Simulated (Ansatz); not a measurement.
**SiH2 (triplet): wB97M-V, B2PLYP, RPA-PBE over vertical spin and charge gaps and displaced geometries, cc-pVDZ, part 1 of 2**

Aim: run SiH2 (triplet) with these functionals over vertical spin and charge gaps and displaced geometries, and hold them against the top wave-function level at the same points.

Computed with Ansatz 0.2.0, Gaussian basis. Level: cc-pVDZ, all electrons in the functionals, frozen cores in the correlation of double hybrids and RPA.

The runs, in order: wB97M-V, B2PLYP, RPA-PBE, at charge 0, triplet; charge 0, singlet; charge 0, quintet; charge 1, doublet; charge 1, quartet; displaced geometry v1; displaced geometry v2.

24 further runs of the same task are left out: 10 that didn't finish, 14 set aside as unsound or not needed.

### Step 1. The geometry

The geometry is a PBE0/def2-TZVP stationary point (not a proven minimum).

3 atoms, charge 0, spin multiplicity 3.

Atoms are counted from 1 here; the program's logs count them from 0.

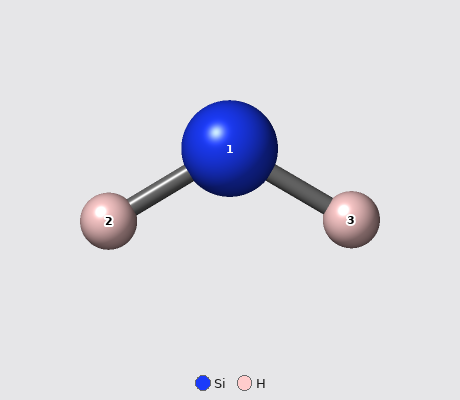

The structure; silicon blue, hydrogen pink; atoms are numbered from 1 in the order of the file.

No dispersion term is added; wB97M-V holds VV10 nonlocal correlation.

The geometry shown and the zero of energy belong to the point charge 0, triplet. The yardstick, FCI, and other wave-function levels (R restricted, U unrestricted, valence and pair active spaces) come from earlier runs.

### Step 2. wB97M-V, charge 0, triplet

in.yaml reads:

```yaml
crystal:
  periodic: [false, false, false]
  atoms:
    - {symbol: Si, position_ang: [0.000000, -0.050740, 0.000000]}
    - {symbol: H, position_ang: [0.000000, 0.706913, -1.278374]}
    - {symbol: H, position_ang: [0.000000, 0.706912, 1.278374]}
basis:
  gaussian: {orbitals: cc-pVDZ}
magnetization: {spin_polarized: true, initial_magnetization: 2}
hamiltonian: {xc: {name: wB97M-V}}
output: {orbitals: {seedname: orbitals}}
```

Started as:

```sh
$ ansatz run in.yaml --threads 1 --pin off --events-out ev --progress --plain --max-ram 2393MiB
```

What it wrote, shortened:

```text
Functional definition: wB97M-V
  name "wB97M-V"
  cite "Mardirossian & Head-Gordon, J. Chem. Phys. 144, 214110 (2016) doi:10.1063/1.4952647"
  cite "Becke, J. Chem. Phys. 107, 8554 (1997) doi:10.1063/1.475007"
  cite "Vydrov & Van Voorhis, J. Chem. Phys. 133, 244103 (2010) doi:10.1063/1.3521275"
  # Of w^i u^j: cxij and so on, Table III.
[...]
  gx(w, u) = 1 - cx + cx01*u + cx10*w
  gss(w, u) = css00 + css04*u^4 + css10*w + css20*w^2 + css43*w^4*u^3
  gos(w, u) = cos00 + cos10*w + (cos20 + cos21*u)*w^2 + (cos60 + cos61*u)*w^6
[...]
      + integral(e_c_pw_mod_opposite_spin*gos(b97_w_opposite, b97_u_opposite)) + vv10(b, c)
271 factors; integrals over basis functions are off by at most 1.2e-3 eV
103 factors; integrals over basis functions are off by at most 1.2e-5 eV
[...]
mean field -7905.99493881 eV, -290.5399551254 hartree, gradient 8.3e-6 eV, S^2 2.000904; 0 other end points of the search recorded, 0 dependent functions left out
reference -7905.99496698 eV, -290.5399561607 hartree; 9, 7 occupied and 19, 21 virtual orbitals, 271 factors
Total energy: -7905.99496698 eV, -290.5399561607 hartree
```

Wall time 1.5 s (1 thread of Arm Neoverse V2, shared host).

From the report: ⟨S²⟩ of the determinant 2.001 (pure triplet: 2.00).

### Step 3. wB97M-V, charge 0, singlet

in.yaml: that of step 2 with these lines changed.

```diff
@@ -8,4 +8,4 @@
   gaussian: {orbitals: cc-pVDZ}
-magnetization: {spin_polarized: true, initial_magnetization: 2}
+magnetization: {spin_polarized: true, initial_magnetization: 0}
 hamiltonian: {xc: {name: wB97M-V}}
-output: {orbitals: {seedname: orbitals}}
+output: {forces: true, orbitals: {seedname: orbitals}}
```

Launched as before.

What it wrote, shortened:

```text
Functional definition: wB97M-V
  name "wB97M-V"
  cite "Mardirossian & Head-Gordon, J. Chem. Phys. 144, 214110 (2016) doi:10.1063/1.4952647"
  cite "Becke, J. Chem. Phys. 107, 8554 (1997) doi:10.1063/1.475007"
  cite "Vydrov & Van Voorhis, J. Chem. Phys. 133, 244103 (2010) doi:10.1063/1.3521275"
  # Of w^i u^j: cxij and so on, Table III.
[...]
  gx(w, u) = 1 - cx + cx01*u + cx10*w
  gss(w, u) = css00 + css04*u^4 + css10*w + css20*w^2 + css43*w^4*u^3
  gos(w, u) = cos00 + cos10*w + (cos20 + cos21*u)*w^2 + (cos60 + cos61*u)*w^6
[...]
      + integral(e_c_pw_mod_opposite_spin*gos(b97_w_opposite, b97_u_opposite)) + vv10(b, c)
271 factors; integrals over basis functions are off by at most 1.2e-3 eV
103 factors; integrals over basis functions are off by at most 1.2e-5 eV
[...]
mean field -7906.54631383 eV, -290.5602177835 hartree, gradient 3.7e-6 eV, S^2 0.000000; 1 other end points of the search recorded, 0 dependent functions left out
[...]
reference -7906.54634329 eV, -290.5602188662 hartree; 8, 8 occupied and 20, 20 virtual orbitals, 271 factors
Total energy: -7906.54634329 eV, -290.5602188662 hartree
Atom 0 at     0.000000    -0.050740     0.000000 Å, force    -0.000000    -2.896264    -0.000001 eV/Å
Atom 1 at     0.000000     0.706913    -1.278374 Å, force    -0.000000     1.448132     0.035009 eV/Å
Atom 2 at     0.000000     0.706912     1.278374 Å, force     0.000000     1.448132    -0.035008 eV/Å
Dipole moment:     0.000000     0.211853     0.000000 e Å
```

Wall time 2.6 s (1 thread of Arm Neoverse V2, shared host).

From the report: ⟨S²⟩ of the determinant 0.000 (pure singlet: 0.00).

From charge 0, triplet: -12.7 kcal/mol.

### Step 4. wB97M-V, charge 0, quintet

in.yaml: that of step 3 with these lines changed.

```diff
@@ -8,4 +8,4 @@
   gaussian: {orbitals: cc-pVDZ}
-magnetization: {spin_polarized: true, initial_magnetization: 0}
+magnetization: {spin_polarized: true, initial_magnetization: 4}
 hamiltonian: {xc: {name: wB97M-V}}
-output: {forces: true, orbitals: {seedname: orbitals}}
+output: {orbitals: {seedname: orbitals}}
```

Launched as before.

What it wrote, shortened:

```text
Functional definition: wB97M-V
  name "wB97M-V"
  cite "Mardirossian & Head-Gordon, J. Chem. Phys. 144, 214110 (2016) doi:10.1063/1.4952647"
  cite "Becke, J. Chem. Phys. 107, 8554 (1997) doi:10.1063/1.475007"
  cite "Vydrov & Van Voorhis, J. Chem. Phys. 133, 244103 (2010) doi:10.1063/1.3521275"
  # Of w^i u^j: cxij and so on, Table III.
[...]
  gx(w, u) = 1 - cx + cx01*u + cx10*w
  gss(w, u) = css00 + css04*u^4 + css10*w + css20*w^2 + css43*w^4*u^3
  gos(w, u) = cos00 + cos10*w + (cos20 + cos21*u)*w^2 + (cos60 + cos61*u)*w^6
[...]
      + integral(e_c_pw_mod_opposite_spin*gos(b97_w_opposite, b97_u_opposite)) + vv10(b, c)
271 factors; integrals over basis functions are off by at most 1.2e-3 eV
103 factors; integrals over basis functions are off by at most 1.2e-5 eV
[...]
a density is far from that of the atoms, so the factors are made again for it
289 factors; integrals over basis functions are off by at most 1.2e-3 eV
106 factors; integrals over basis functions are off by at most 1.1e-5 eV
mean field -7897.67073521 eV, -290.2340462856 hartree, gradient 2.4e-5 eV, S^2 6.001489; 0 other end points of the search recorded, 0 dependent functions left out
reference -7897.67076255 eV, -290.2340472902 hartree; 10, 6 occupied and 18, 22 virtual orbitals, 289 factors
Total energy: -7897.67076255 eV, -290.2340472902 hartree
```

It took 2.9 s on 1 thread of Arm Neoverse V2, shared host.

From the report: ⟨S²⟩ of the determinant 6.001 (pure quintet: 6.00).

From charge 0, triplet: +192.0 kcal/mol.

### Step 5. wB97M-V, charge 1, doublet

in.yaml: that of step 4 with these lines changed.

```diff
@@ -8,3 +8,4 @@
   gaussian: {orbitals: cc-pVDZ}
-magnetization: {spin_polarized: true, initial_magnetization: 4}
+total_charge: 1
+magnetization: {spin_polarized: true, initial_magnetization: 1}
 hamiltonian: {xc: {name: wB97M-V}}
```

The command is unchanged.

What it wrote, shortened:

```text
Functional definition: wB97M-V
  name "wB97M-V"
  cite "Mardirossian & Head-Gordon, J. Chem. Phys. 144, 214110 (2016) doi:10.1063/1.4952647"
  cite "Becke, J. Chem. Phys. 107, 8554 (1997) doi:10.1063/1.475007"
  cite "Vydrov & Van Voorhis, J. Chem. Phys. 133, 244103 (2010) doi:10.1063/1.3521275"
  # Of w^i u^j: cxij and so on, Table III.
[...]
  gx(w, u) = 1 - cx + cx01*u + cx10*w
  gss(w, u) = css00 + css04*u^4 + css10*w + css20*w^2 + css43*w^4*u^3
  gos(w, u) = cos00 + cos10*w + (cos20 + cos21*u)*w^2 + (cos60 + cos61*u)*w^6
[...]
      + integral(e_c_pw_mod_opposite_spin*gos(b97_w_opposite, b97_u_opposite)) + vv10(b, c)
271 factors; integrals over basis functions are off by at most 1.2e-3 eV
103 factors; integrals over basis functions are off by at most 1.2e-5 eV
[...]
mean field -7898.04212466 eV, -290.2476945961 hartree, gradient 1.6e-5 eV, S^2 0.751102; 0 other end points of the search recorded, 0 dependent functions left out
reference -7898.04215446 eV, -290.2476956913 hartree; 8, 7 occupied and 20, 21 virtual orbitals, 271 factors
Total energy: -7898.04215446 eV, -290.2476956913 hartree
```

It took 1.5 s on 1 thread of Arm Neoverse V2, shared host.

From the report: ⟨S²⟩ of the determinant 0.751 (pure doublet: 0.75).

From charge 0, triplet: +183.4 kcal/mol.

### Step 6. wB97M-V, charge 1, quartet

in.yaml: that of step 5 with these lines changed.

```diff
@@ -9,4 +9,4 @@
 total_charge: 1
-magnetization: {spin_polarized: true, initial_magnetization: 1}
+magnetization: {spin_polarized: true, initial_magnetization: 3}
 hamiltonian: {xc: {name: wB97M-V}}
-output: {orbitals: {seedname: orbitals}}
+output: {forces: true, orbitals: {seedname: orbitals}}
```

The command is unchanged.

What it wrote, shortened:

```text
Functional definition: wB97M-V
  name "wB97M-V"
  cite "Mardirossian & Head-Gordon, J. Chem. Phys. 144, 214110 (2016) doi:10.1063/1.4952647"
  cite "Becke, J. Chem. Phys. 107, 8554 (1997) doi:10.1063/1.475007"
  cite "Vydrov & Van Voorhis, J. Chem. Phys. 133, 244103 (2010) doi:10.1063/1.3521275"
  # Of w^i u^j: cxij and so on, Table III.
[...]
  gx(w, u) = 1 - cx + cx01*u + cx10*w
  gss(w, u) = css00 + css04*u^4 + css10*w + css20*w^2 + css43*w^4*u^3
  gos(w, u) = cos00 + cos10*w + (cos20 + cos21*u)*w^2 + (cos60 + cos61*u)*w^6
[...]
      + integral(e_c_pw_mod_opposite_spin*gos(b97_w_opposite, b97_u_opposite)) + vv10(b, c)
271 factors; integrals over basis functions are off by at most 1.2e-3 eV
103 factors; integrals over basis functions are off by at most 1.2e-5 eV
[...]
mean field -7893.21930930 eV, -290.0704594005 hartree, gradient 2.4e-5 eV, S^2 3.755602; 0 other end points of the search recorded, 0 dependent functions left out
[...]
reference -7893.21933732 eV, -290.0704604305 hartree; 9, 6 occupied and 19, 22 virtual orbitals, 271 factors
Total energy: -7893.21933732 eV, -290.0704604305 hartree
Atom 0 at     0.000000    -0.050740     0.000000 Å, force     0.000000    -4.356803    -0.000002 eV/Å
Atom 1 at     0.000000     0.706913    -1.278374 Å, force    -0.000000     2.178402    -1.650883 eV/Å
Atom 2 at     0.000000     0.706912     1.278374 Å, force    -0.000000     2.178401     1.650884 eV/Å
Dipole moment:     0.000000     0.243890     0.000000 e Å
```

Run time: 1.8 s. Hardware: 1 thread of Arm Neoverse V2, shared host.

From the report: ⟨S²⟩ of the determinant 3.756 (pure quartet: 3.75).

From charge 0, triplet: +294.6 kcal/mol.

### Step 7. wB97M-V, displaced geometry v1

in.yaml reads:

```yaml
crystal:
  periodic: [false, false, false]
  atoms:
    - {symbol: Si, position_ang: [-0.001550, -0.051645, 0.002174]}
    - {symbol: H, position_ang: [-0.002383, 0.689866, -1.287353]}
    - {symbol: H, position_ang: [0.045581, 0.749175, 1.226782]}
basis:
  gaussian: {orbitals: cc-pVDZ}
magnetization: {spin_polarized: true, initial_magnetization: 2}
hamiltonian: {xc: {name: wB97M-V}}
output: {orbitals: {seedname: orbitals}}
```

The command is unchanged.

What it wrote, shortened:

```text
Functional definition: wB97M-V
  name "wB97M-V"
  cite "Mardirossian & Head-Gordon, J. Chem. Phys. 144, 214110 (2016) doi:10.1063/1.4952647"
  cite "Becke, J. Chem. Phys. 107, 8554 (1997) doi:10.1063/1.475007"
  cite "Vydrov & Van Voorhis, J. Chem. Phys. 133, 244103 (2010) doi:10.1063/1.3521275"
  # Of w^i u^j: cxij and so on, Table III.
[...]
  gx(w, u) = 1 - cx + cx01*u + cx10*w
  gss(w, u) = css00 + css04*u^4 + css10*w + css20*w^2 + css43*w^4*u^3
  gos(w, u) = cos00 + cos10*w + (cos20 + cos21*u)*w^2 + (cos60 + cos61*u)*w^6
[...]
      + integral(e_c_pw_mod_opposite_spin*gos(b97_w_opposite, b97_u_opposite)) + vv10(b, c)
270 factors; integrals over basis functions are off by at most 1.3e-3 eV
103 factors; integrals over basis functions are off by at most 1.4e-5 eV
[...]
mean field -7905.98623762 eV, -290.5396353624 hartree, gradient 3.8e-5 eV, S^2 2.000904; 0 other end points of the search recorded, 0 dependent functions left out
reference -7905.98626578 eV, -290.5396363973 hartree; 9, 7 occupied and 19, 21 virtual orbitals, 270 factors
Total energy: -7905.98626578 eV, -290.5396363973 hartree
```

Wall time 1.5 s (1 thread of Arm Neoverse V2, shared host).

From the report: ⟨S²⟩ of the determinant 2.001 (pure triplet: 2.00).

From charge 0, triplet: +0.2 kcal/mol.

### Step 8. wB97M-V, displaced geometry v2

in.yaml reads:

```yaml
crystal:
  periodic: [false, false, false]
  atoms:
    - {symbol: Si, position_ang: [0.008476, -0.050215, -0.000503]}
    - {symbol: H, position_ang: [-0.156398, 0.715812, -1.267283]}
    - {symbol: H, position_ang: [-0.079778, 0.683387, 1.281285]}
basis:
  gaussian: {orbitals: cc-pVDZ}
magnetization: {spin_polarized: true, initial_magnetization: 2}
hamiltonian: {xc: {name: wB97M-V}}
output: {forces: true, orbitals: {seedname: orbitals}}
```

Same command.

What it wrote, shortened:

```text
Functional definition: wB97M-V
  name "wB97M-V"
  cite "Mardirossian & Head-Gordon, J. Chem. Phys. 144, 214110 (2016) doi:10.1063/1.4952647"
  cite "Becke, J. Chem. Phys. 107, 8554 (1997) doi:10.1063/1.475007"
  cite "Vydrov & Van Voorhis, J. Chem. Phys. 133, 244103 (2010) doi:10.1063/1.3521275"
  # Of w^i u^j: cxij and so on, Table III.
[...]
  gx(w, u) = 1 - cx + cx01*u + cx10*w
  gss(w, u) = css00 + css04*u^4 + css10*w + css20*w^2 + css43*w^4*u^3
  gos(w, u) = cos00 + cos10*w + (cos20 + cos21*u)*w^2 + (cos60 + cos61*u)*w^6
[...]
      + integral(e_c_pw_mod_opposite_spin*gos(b97_w_opposite, b97_u_opposite)) + vv10(b, c)
270 factors; integrals over basis functions are off by at most 1.3e-3 eV
103 factors; integrals over basis functions are off by at most 1.2e-5 eV
[...]
mean field -7905.99402232 eV, -290.5399214449 hartree, gradient 2.1e-5 eV, S^2 2.000904; 0 other end points of the search recorded, 0 dependent functions left out
[...]
reference -7905.99405049 eV, -290.5399224802 hartree; 9, 7 occupied and 19, 21 virtual orbitals, 270 factors
Total energy: -7905.99405049 eV, -290.5399224802 hartree
Atom 0 at     0.008476    -0.050215    -0.000503 Å, force     0.017807    -0.131538    -0.158782 eV/Å
Atom 1 at    -0.156398     0.715812    -1.267283 Å, force    -0.005187     0.021181    -0.057526 eV/Å
Atom 2 at    -0.079778     0.683387     1.281285 Å, force    -0.012621     0.110357     0.216307 eV/Å
Dipole moment:     0.003840    -0.022452     0.001577 e Å
```

It took 1.8 s on 1 thread of Arm Neoverse V2, shared host.

From the report: ⟨S²⟩ of the determinant 2.001 (pure triplet: 2.00).

From charge 0, triplet: 0.0 kcal/mol.

### Step 9. B2PLYP, charge 0, triplet

in.yaml reads:

```yaml
crystal:
  periodic: [false, false, false]
  atoms:
    - {symbol: Si, position_ang: [0.000000, -0.050740, 0.000000]}
    - {symbol: H, position_ang: [0.000000, 0.706913, -1.278374]}
    - {symbol: H, position_ang: [0.000000, 0.706912, 1.278374]}
basis:
  gaussian: {orbitals: cc-pVDZ}
magnetization: {spin_polarized: true, initial_magnetization: 2}
hamiltonian: {xc: {name: B2PLYP}}
correlation: {electrons: outside_noble_gas}
```

Launched as before.

What it wrote, shortened:

```text
Functional definition: B2PLYP
  name "B2PLYP"
  cite "Grimme, J. Chem. Phys. 124, 034108 (2006) doi:10.1063/1.2148954"
  cite "Becke, Phys. Rev. A 38, 3098 (1988) doi:10.1103/PhysRevA.38.3098"
  cite "Lee, Yang & Parr, Phys. Rev. B 37, 785 (1988) doi:10.1103/PhysRevB.37.785"
[...]
271 factors; integrals over basis functions are off by at most 1.2e-3 eV
[...]
mean field -7902.74375374 eV, -290.4204762779 hartree, gradient 1.3e-6 eV, S^2 2.002777; 0 other end points of the search recorded, 0 dependent functions left out
5 core orbitals not correlated: weight in the atoms' cores, before any rotation towards them, 1.000 or more for the frozen orbitals, at most 0.000 for the correlated occupied ones
reference -7902.74387031 eV, -290.4204805616 hartree; 4, 2 occupied and 19, 21 virtual orbitals, 271 factors
second order -2.50402155 eV of doubles, -0.00000000 eV of singles
Total energy: -7903.41995613 eV, -290.4453262572 hartree
```

It took 0.45 s on 1 thread of Arm Neoverse V2, shared host.

From the report: ⟨S²⟩ of the determinant 2.003 (pure triplet: 2.00).

### Step 10. B2PLYP, charge 0, singlet

in.yaml: that of step 9 with these lines changed.

```diff
@@ -8,3 +8,3 @@
   gaussian: {orbitals: cc-pVDZ}
-magnetization: {spin_polarized: true, initial_magnetization: 2}
+magnetization: {spin_polarized: true, initial_magnetization: 0}
 hamiltonian: {xc: {name: B2PLYP}}
```

Same command.

What it wrote, shortened:

```text
Functional definition: B2PLYP
  name "B2PLYP"
  cite "Grimme, J. Chem. Phys. 124, 034108 (2006) doi:10.1063/1.2148954"
  cite "Becke, Phys. Rev. A 38, 3098 (1988) doi:10.1103/PhysRevA.38.3098"
  cite "Lee, Yang & Parr, Phys. Rev. B 37, 785 (1988) doi:10.1103/PhysRevB.37.785"
[...]
271 factors; integrals over basis functions are off by at most 1.2e-3 eV
[...]
mean field -7903.06790995 eV, -290.4323887990 hartree, gradient 1.2e-6 eV, S^2 0.502933; 5 other end points of the search recorded, 0 dependent functions left out
5 core orbitals not correlated: weight in the atoms' cores, before any rotation towards them, 1.000 or more for the frozen orbitals, at most 0.000 for the correlated occupied ones
reference -7903.06802628 eV, -290.4323930738 hartree; 3, 3 occupied and 20, 20 virtual orbitals, 271 factors
second order -2.67446928 eV of doubles, -0.00000000 eV of singles
Total energy: -7903.79013298 eV, -290.4589300057 hartree
```

Wall time 1.1 s (1 thread of Arm Neoverse V2, shared host).

From the report: ⟨S²⟩ of the determinant 0.503 (pure singlet: 0.00). The determinant is far from a pure spin state, so its energy mixes those of several spin states (harmless only where they are near-degenerate, as at dissociation).

From charge 0, triplet: -8.5 kcal/mol.

### Step 11. B2PLYP, charge 0, quintet

in.yaml: that of step 10 with these lines changed.

```diff
@@ -8,3 +8,3 @@
   gaussian: {orbitals: cc-pVDZ}
-magnetization: {spin_polarized: true, initial_magnetization: 0}
+magnetization: {spin_polarized: true, initial_magnetization: 4}
 hamiltonian: {xc: {name: B2PLYP}}
```

The command is unchanged.

What it wrote, shortened:

```text
Functional definition: B2PLYP
  name "B2PLYP"
  cite "Grimme, J. Chem. Phys. 124, 034108 (2006) doi:10.1063/1.2148954"
  cite "Becke, Phys. Rev. A 38, 3098 (1988) doi:10.1103/PhysRevA.38.3098"
  cite "Lee, Yang & Parr, Phys. Rev. B 37, 785 (1988) doi:10.1103/PhysRevB.37.785"
[...]
271 factors; integrals over basis functions are off by at most 1.2e-3 eV
[...]
a density is far from that of the atoms, so the factors are made again for it
289 factors; integrals over basis functions are off by at most 1.2e-3 eV
[...]
mean field -7894.58519347 eV, -290.1206547180 hartree, gradient 1.1e-6 eV, S^2 6.003505; 3 other end points of the search recorded, 0 dependent functions left out
5 core orbitals not correlated: weight in the atoms' cores, before any rotation towards them, 1.000 or more for the frozen orbitals, at most 0.000 for the correlated occupied ones
reference -7894.58530473 eV, -290.1206588068 hartree; 5, 1 occupied and 18, 22 virtual orbitals, 289 factors
second order -2.27309494 eV of doubles, -0.00000000 eV of singles
Total energy: -7895.19904037 eV, -290.1432131754 hartree
```

Run time: 1 s. Hardware: 1 thread of Arm Neoverse V2, shared host.

From the report: ⟨S²⟩ of the determinant 6.004 (pure quintet: 6.00).

From charge 0, triplet: +189.6 kcal/mol.

### Step 12. B2PLYP, charge 1, doublet

in.yaml: that of step 11 with these lines changed.

```diff
@@ -8,3 +8,4 @@
   gaussian: {orbitals: cc-pVDZ}
-magnetization: {spin_polarized: true, initial_magnetization: 4}
+total_charge: 1
+magnetization: {spin_polarized: true, initial_magnetization: 1}
 hamiltonian: {xc: {name: B2PLYP}}
```

The command is unchanged.

What it wrote, shortened:

```text
Functional definition: B2PLYP
  name "B2PLYP"
  cite "Grimme, J. Chem. Phys. 124, 034108 (2006) doi:10.1063/1.2148954"
  cite "Becke, Phys. Rev. A 38, 3098 (1988) doi:10.1103/PhysRevA.38.3098"
  cite "Lee, Yang & Parr, Phys. Rev. B 37, 785 (1988) doi:10.1103/PhysRevB.37.785"
[...]
271 factors; integrals over basis functions are off by at most 1.2e-3 eV
[...]
mean field -7894.82440251 eV, -290.1294454880 hartree, gradient 9.1e-7 eV, S^2 0.753257; 0 other end points of the search recorded, 0 dependent functions left out
5 core orbitals not correlated: weight in the atoms' cores, before any rotation towards them, 1.000 or more for the frozen orbitals, at most 0.000 for the correlated occupied ones
reference -7894.82451194 eV, -290.1294495096 hartree; 3, 2 occupied and 20, 21 virtual orbitals, 271 factors
second order -2.12319699 eV of doubles, -0.00000000 eV of singles
Total energy: -7895.39777513 eV, -290.1505165431 hartree
```

Run time: 0.45 s. Hardware: 1 thread of Arm Neoverse V2, shared host.

From the report: ⟨S²⟩ of the determinant 0.753 (pure doublet: 0.75).

From charge 0, triplet: +185.0 kcal/mol.

### Step 13. B2PLYP, charge 1, quartet

in.yaml: that of step 12 with these lines changed.

```diff
@@ -9,3 +9,3 @@
 total_charge: 1
-magnetization: {spin_polarized: true, initial_magnetization: 1}
+magnetization: {spin_polarized: true, initial_magnetization: 3}
 hamiltonian: {xc: {name: B2PLYP}}
```

Same command.

What it wrote, shortened:

```text
Functional definition: B2PLYP
  name "B2PLYP"
  cite "Grimme, J. Chem. Phys. 124, 034108 (2006) doi:10.1063/1.2148954"
  cite "Becke, Phys. Rev. A 38, 3098 (1988) doi:10.1103/PhysRevA.38.3098"
  cite "Lee, Yang & Parr, Phys. Rev. B 37, 785 (1988) doi:10.1103/PhysRevB.37.785"
[...]
271 factors; integrals over basis functions are off by at most 1.2e-3 eV
[...]
mean field -7890.23242708 eV, -289.9606935037 hartree, gradient 2.6e-6 eV, S^2 3.761746; 0 other end points of the search recorded, 0 dependent functions left out
5 core orbitals not correlated: weight in the atoms' cores, before any rotation towards them, 1.000 or more for the frozen orbitals, at most 0.000 for the correlated occupied ones
reference -7890.23253948 eV, -289.9606976341 hartree; 4, 1 occupied and 19, 22 virtual orbitals, 271 factors
second order -1.92115762 eV of doubles, -0.00000000 eV of singles
Total energy: -7890.75125203 eV, -289.9797599690 hartree
```

It took 0.45 s on 1 thread of Arm Neoverse V2, shared host.

From the report: ⟨S²⟩ of the determinant 3.762 (pure quartet: 3.75).

From charge 0, triplet: +292.1 kcal/mol.

(Continued in part 2 of 2.)
